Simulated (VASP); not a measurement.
## Geometry relaxation, with input and output: Mg₁₂O (part 2 of 3)

Mg₁₂O (defect cell, 13 atoms in the cell); Kohn-Sham DFT of a periodic cell, PBE, VASP PAW PBE potentials, recommended, no spin polarisation (VASP 6.6.1); cutoff 520 eV, 3×2×3 k-mesh, fermi-dirac of 0.15 eV. It belongs to a series of runs on one base structure; here: start relaxed.

Geometry of the input (Å; fractional positions):
```
6.4200  0.0000  0.0000
-4.8150  8.3398  0.0000
0.0000  0.0000  5.2130
Mg 0.0000  0.0000  0.0000
Mg 0.1667  0.2222  0.5000
Mg 0.0000  0.3333  0.0000
Mg 0.1667  0.5556  0.5000
Mg -0.0000  0.6667  0.0000
Mg 0.1667  0.8889  0.5000
Mg 0.5000  0.0000  0.0000
Mg 0.6667  0.2222  0.5000
Mg 0.5000  0.3333  0.0000
Mg 0.6667  0.5556  0.5000
Mg 0.5000  0.6667  0.0000
Mg 0.6667  0.8889  0.5000
O  0.3263  0.7725  0.7492
```

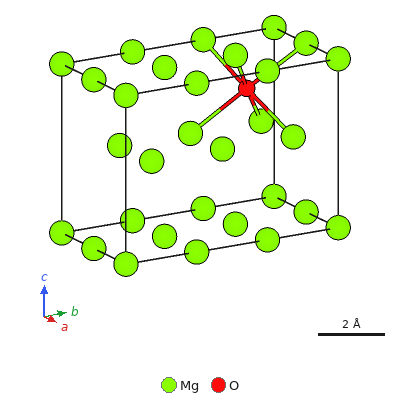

The input geometry (ball-and-stick view of the cell of the calculation, seen slightly off an axis; bonded neighbours outside the cell are drawn too).

Parts of OUTCAR, continued:
```
 Following reciprocal coordinates:
            Coordinates               Weight
  0.000000  0.000000  0.000000      1.000000
  0.333333  0.000000  0.000000      2.000000
  0.000000  0.500000  0.000000      1.000000
  0.333333  0.500000  0.000000      2.000000
  0.000000  0.000000  0.333333      2.000000
  0.333333  0.000000  0.333333      2.000000
 -0.333333  0.000000  0.333333      2.000000
  0.000000  0.500000  0.333333      2.000000
  0.333333  0.500000  0.333333      2.000000
 -0.333333  0.500000  0.333333      2.000000
   k-points           NKPTS =     10   k-points in BZ     NKDIM =     10   number of bands    NBANDS=     22
   number of dos      NEDOS =    301   number of ions     NIONS =     13
   total plane-waves  NPLWV = 138240
   dimension x,y,z NGX =    48 NGY =   72 NGZ =   40
   dimension x,y,z NGXF=    96 NGYF=  144 NGZF=   80
   ions per type =              12   1
   NGX,Y,Z   is equivalent  to a cutoff of  12.43, 12.43, 12.76 a.u.
   NGXF,Y,Z  is equivalent  to a cutoff of  24.86, 24.86, 25.51 a.u.
 SYSTEM =  unknown system
   PREC   = accura    normal or accurate (medium, high low for compatibility)
   ISTART =      0    job   : 0-new  1-cont  2-samecut
   ICHARG =      2    charge: 1-file 2-atom 10-const
   ISPIN  =      1    spin polarized calculation?
   LNONCOLLINEAR =      F non collinear calculations
   LSORBIT =      F    spin-orbit coupling
   LASPH  =      T    aspherical Exc in radial PAW
   ENCUT  =  520.0 eV  38.22 Ry    6.18 a.u.  11.94 17.91  9.69*2*pi/ulx,y,z
   NELM   =    100;   NELMIN=  2; NELMDL= -5     # of ELM steps
   EDIFF  = 0.1E-05   stopping-criterion for ELM
   LREAL  =      F    real-space projection
   EDIFFG = -.8E-01   stopping-criterion for IOM
   NSW    =     45    number of steps for IOM
   IBRION =      2    ionic relax: 0-MD 1-quasi-New 2-CG
   NFREE  =      1    steps in history (QN), initial steepest desc. (CG)
   ISIF   =      2    stress and relaxation
   ISYM   =      2    0-nonsym 1-usesym 2-fastsym
   POTIM  = 0.5000    time-step for ionic-motion
   TEBEG  =    0.0;   TEEND  =   0.0 temperature during run
   PSTRESS=    0.0 pullay stress
   NELECT =      30.0000    total number of electrons
   NUPDOWN=      -1.0000    fix difference up-down
   EMIN   =  10.00;   EMAX   =-10.00  energy-range for DOS
   EFERMI =   0.00;   METHOD = LEGACY
   ISMEAR =    -1;   SIGMA  =   0.15  broadening in eV -4-tet -1-fermi 0-gaus
   EFERMI_NEDOS =   21; number of points for ismear=-14 and -15
   IALGO  =     38    algorithm
   IMIX   =      4    mixing-type and parameters
     AMIX     =   0.40;   BMIX     =  1.00
     AMIX_MAG =   1.60;   BMIX_MAG =  1.00
  volume/ion in A,a.u.               =      21.47       144.89
  Fermi-wavevector in a.u.,A,eV,Ry     =   0.778373  1.470911  8.243280  0.605864
  Thomas-Fermi vector in A             =   1.881255
   LORBIT       =      0    0 simple, 1 ext, 2 COOP (PROOUT), +10 PAW based schemes
   GGA     = PE    functional components
   LHFCALC =     F    Hartree Fock is set to
   AEXX    =    0.0000 exact exchange contribution
   IVDW    =     0    specifies the selected vdW correction
   LEPSILON=     F    determine dielectric tensor
   LRPA    =     F    only Hartree local field effects (RPA)
 conjugate gradient relaxation of ions
 non-spin polarized calculation
  energy-cutoff  :      520.00
  volume of cell :      279.11
 maximum number of plane-waves:      7549
   NGX = 23   NGY = 35   NGZ = 19

--------------------------------------- Ionic step        1  -------------------------------------------

 number of electron      30.0000001 magnetization

 Free energy of the ion-electron system (eV)
  ---------------------------------------------------
  ext. energy  EPLUGINS =         0.00000000
  ---------------------------------------------------
  free energy    TOTEN  =       -26.87949487 eV

  energy without entropy =      -26.44320575  energy(sigma->0) =      -26.66135031

------------------------ aborting loop because EDIFF is reached ----------------------------------------

  FORCE on cell =-STRESS in cart. coord.  units (eV):
  Direction    XX          YY          ZZ          XY          YZ          ZX
  --------------------------------------------------------------------------------------
  -------------------------------------------------------------------------------------
  Total       -3.4764582     -3.1497625      0.2203127      0.0107326     -0.0624188     -0.0368492
  in kB      -19.9555902    -18.0802890      1.2646404      0.0616072     -0.3582966     -0.2115223
  external PRESSURE =     -12.2570796 kB  Pullay stress =       0.0000000 kB

 VOLUME and BASIS-vectors are now :
 -----------------------------------------------------------------------------
  energy-cutoff  :      520.00
  volume of cell :      279.11
      direct lattice vectors                 reciprocal lattice vectors
     6.420000000  0.000000000  0.000000000     0.155763240  0.089929945  0.000000000
    -4.815000000  8.339825000  0.000000000     0.000000000  0.119906593  0.000000000
     0.000000000  0.000000000  5.213040000     0.000000000  0.000000000  0.191826650

 POSITION                                       TOTAL-FORCE (eV/Angst)
 -----------------------------------------------------------------------------------
      0.00000      0.00000      0.00000         0.027117      0.198195      0.034812
      0.00000      1.85329      2.60652         0.080128      0.026216      0.086687
     -1.60500      2.77994      0.00000         0.077086     -0.123621     -0.064795
     -1.60500      4.63324      2.60652         0.020339      0.323919      0.219250
     -3.21000      5.55988      0.00000         0.307617      0.146782     -0.232318
     -3.21000      7.41318      2.60652         0.302322     -0.129474      0.193834
      3.21000      0.00000      0.00000        -0.029872     -0.336598     -0.216868
      3.21000      1.85329      2.60652        -0.071021      0.101748      0.082298
      1.60500      2.77994      0.00000        -0.083606     -0.023114     -0.089890
      1.60500      4.63324      2.60652        -0.042682     -0.209441     -0.046477
     -0.00000      5.55988      0.00000        -0.308228      0.117781     -0.198175
      0.00000      7.41318      2.60652        -0.306622     -0.152743      0.225637
     -1.62475      6.44291      3.90540         0.027422      0.060351      0.006005
 -----------------------------------------------------------------------------------
    total drift:                               -0.000049     -0.000003      0.000042

  FREE ENERGIE OF THE ION-ELECTRON SYSTEM (eV)
  ---------------------------------------------------
  free  energy   TOTEN  =       -26.8794948718 eV

  energy  without entropy=      -26.4432057452  energy(sigma->0) =      -26.66135031

--------------------------------------- Ionic step        2  -------------------------------------------

 number of electron      30.0000001 magnetization

------------------------ aborting loop because EDIFF is reached ----------------------------------------

  FORCE on cell =-STRESS in cart. coord.  units (eV):
  Direction    XX          YY          ZZ          XY          YZ          ZX
  --------------------------------------------------------------------------------------
  -------------------------------------------------------------------------------------
  Total       -3.2666008     -2.9828250      0.2993180      0.0054740     -0.0743007     -0.0406503
  in kB      -18.7509651    -17.1220331      1.7181470      0.0314220     -0.4265016     -0.2333412
  external PRESSURE =     -11.3849504 kB  Pullay stress =       0.0000000 kB

 VOLUME and BASIS-vectors are now :
 -----------------------------------------------------------------------------
  energy-cutoff  :      520.00
  volume of cell :      279.11
      direct lattice vectors                 reciprocal lattice vectors
     6.420000000  0.000000000  0.000000000     0.155763240  0.089929945  0.000000000
    -4.815000000  8.339825000  0.000000000     0.000000000  0.119906593  0.000000000
     0.000000000  0.000000000  5.213040000     0.000000000  0.000000000  0.191826650

 POSITION                                       TOTAL-FORCE (eV/Angst)
 -----------------------------------------------------------------------------------
      0.00131      0.00956      0.00168         0.022781      0.158432      0.050814
      0.00387      1.85456      2.61070         0.063596      0.015891      0.064829
     -1.60128      2.77398      5.20991         0.060887     -0.102440     -0.036770
     -1.60402      4.64886      2.61710         0.016445      0.223204      0.135169
     -3.19516      5.56696      5.20183         0.208723      0.096915     -0.151989
     -3.19542      7.40693      2.61587         0.207907     -0.090936      0.120696
     -1.60644      8.32359      5.20258        -0.025106     -0.245451     -0.141366
      3.20657      1.85820      2.61049        -0.056600      0.082958      0.051772
      1.60097      2.77883      5.20870        -0.066174     -0.014777     -0.067533
      1.60294      4.62313      2.60428        -0.036043     -0.169232     -0.061326
     -0.01487      5.56557      5.20348        -0.212737      0.080799     -0.124525
     -0.01479      7.40581      2.61741        -0.216178     -0.107130      0.153069
     -1.62342      6.44583      3.90569         0.032500      0.071767      0.007160
 -----------------------------------------------------------------------------------
    total drift:                                0.000940      0.002075      0.000291

  FREE ENERGIE OF THE ION-ELECTRON SYSTEM (eV)
  ---------------------------------------------------
  free  energy   TOTEN  =       -26.9254275237 eV

  energy  without entropy=      -26.4913723271  energy(sigma->0) =      -26.70839993

--------------------------------------- Ionic step        3  -------------------------------------------

 number of electron      30.0000002 magnetization

------------------------ aborting loop because EDIFF is reached ----------------------------------------

  FORCE on cell =-STRESS in cart. coord.  units (eV):
  Direction    XX          YY          ZZ          XY          YZ          ZX
  --------------------------------------------------------------------------------------
  -------------------------------------------------------------------------------------
  Total       -2.5713069     -2.4189805      0.6339096     -0.0074071     -0.1008200     -0.0574427
  in kB      -14.7598340    -13.8854488      3.6387722     -0.0425181     -0.5787274     -0.3297333
  external PRESSURE =      -8.3355035 kB  Pullay stress =       0.0000000 kB

 VOLUME and BASIS-vectors are now :
 -----------------------------------------------------------------------------
  energy-cutoff  :      520.00
  volume of cell :      279.11
      direct lattice vectors                 reciprocal lattice vectors
     6.420000000  0.000000000  0.000000000     0.155763240  0.089929945  0.000000000
    -4.815000000  8.339825000  0.000000000     0.000000000  0.119906593  0.000000000
     0.000000000  0.000000000  5.213040000     0.000000000  0.000000000  0.191826650

 POSITION                                       TOTAL-FORCE (eV/Angst)
 -----------------------------------------------------------------------------------
      0.00437      0.03194      0.00561         0.013542      0.061765      0.080788
      0.01291      1.85752      2.62049         0.024825     -0.008194      0.012113
     -1.59258      2.76002      5.20260         0.022403     -0.049377      0.024039
     -1.60172      4.68543      2.64185         0.007151     -0.034355     -0.076124
     -3.16043      5.58353      5.17561        -0.040593     -0.031500      0.050632
     -3.16129      7.39232      2.63775        -0.028722      0.012106     -0.065969
     -1.60981      8.28559      5.17810        -0.012952     -0.006499      0.051929
      3.19856      1.86969      2.61978        -0.021888      0.037255     -0.014725
      1.59153      2.77622      5.19856        -0.025150      0.005631     -0.013563
      1.59812      4.59949      2.59903        -0.020385     -0.070204     -0.088275
     -0.04966      5.57886      5.18111         0.027164     -0.017750      0.063500
     -0.04941      7.38857      2.64288         0.014715      0.012828     -0.032311
     -1.62033      6.45264      3.90636         0.039890      0.088294      0.007965
 -----------------------------------------------------------------------------------
    total drift:                                0.000113      0.000341      0.000107

  FREE ENERGIE OF THE ION-ELECTRON SYSTEM (eV)
  ---------------------------------------------------
  free  energy   TOTEN  =       -26.9668040442 eV

  energy  without entropy=      -26.5377043013  energy(sigma->0) =      -26.75225417

--------------------------------------- Ionic step        4  -------------------------------------------

 number of electron      30.0000002 magnetization

------------------------ aborting loop because EDIFF is reached ----------------------------------------

  FORCE on cell =-STRESS in cart. coord.  units (eV):
  Direction    XX          YY          ZZ          XY          YZ          ZX
  --------------------------------------------------------------------------------------
  -------------------------------------------------------------------------------------
  Total       -2.6435046     -2.4794372      0.5928203     -0.0063640     -0.0988106     -0.0556904
  in kB      -15.1742636    -14.2324830      3.4029115     -0.0365305     -0.5671934     -0.3196743
  external PRESSURE =      -8.6679450 kB  Pullay stress =       0.0000000 kB

 VOLUME and BASIS-vectors are now :
 -----------------------------------------------------------------------------
  energy-cutoff  :      520.00
  volume of cell :      279.11
      direct lattice vectors                 reciprocal lattice vectors
     6.420000000  0.000000000  0.000000000     0.155763240  0.089929945  0.000000000
    -4.815000000  8.339825000  0.000000000     0.000000000  0.119906593  0.000000000
     0.000000000  0.000000000  5.213040000     0.000000000  0.000000000  0.191826650

 POSITION                                       TOTAL-FORCE (eV/Angst)
 -----------------------------------------------------------------------------------
      0.00413      0.03017      0.00530         0.014228      0.069618      0.078801
      0.01220      1.85729      2.61972         0.027912     -0.006277      0.016357
     -1.59327      2.76112      5.20318         0.025494     -0.053776      0.019477
     -1.60190      4.68254      2.63990         0.007903     -0.012906     -0.058715
     -3.16317      5.58223      5.17768        -0.019953     -0.020747      0.033905
     -3.16398      7.39347      2.63603        -0.009183      0.003326     -0.050438
     -1.60955      8.28859      5.18003        -0.013963     -0.026742      0.035776
      3.19919      1.86878      2.61905        -0.024701      0.040977     -0.009717
      1.59227      2.77642      5.19936        -0.028422      0.003963     -0.017911
      1.59850      4.60135      2.59945        -0.021637     -0.078308     -0.086546
     -0.04692      5.57781      5.18287         0.007340     -0.009350      0.047855
     -0.04668      7.38993      2.64087        -0.004588      0.002652     -0.016853
     -1.62057      6.45210      3.90631         0.039570      0.087569      0.008009
 -----------------------------------------------------------------------------------
    total drift:                                0.000339      0.000783      0.000161

  FREE ENERGIE OF THE ION-ELECTRON SYSTEM (eV)
  ---------------------------------------------------
  free  energy   TOTEN  =       -26.9670862620 eV

  energy  without entropy=      -26.5376058633  energy(sigma->0) =      -26.75234606

--------------------------------------- Ionic step        5  -------------------------------------------

 number of electron      30.0000002 magnetization

------------------------ aborting loop because EDIFF is reached ----------------------------------------
```
